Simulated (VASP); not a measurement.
Shape and ions are relaxed at each volume.

Energy against volume of Co (hcp). Method: r2SCAN meta-GGA, VASP's PBE PAW potentials (set 64) (plane waves; VASP).

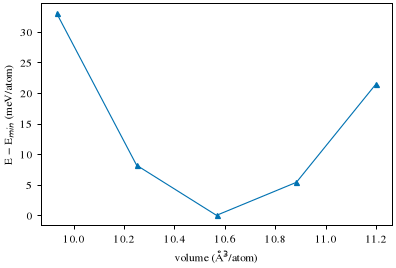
Fig. 1. Energy against volume

Problem. Estimate the equilibrium volume and the bulk modulus.

Solution. The minimum lies near 10.6 Å³/atom, and the curvature gives B0 of about 220 GPa.

Measured: bulk modulus 193 GPa at 0 K (computed value off by +15.7 %), as given by Vázquez-Parga, Fernández-Martínez, Viñes, J. Chem. Theory Comput. (2023), doi:10.1021/acs.jctc.3c00612, Supporting … [zero-point energy and finite temperature contributions removed].

The compound is Co in the hcp structure. It was relaxed first.
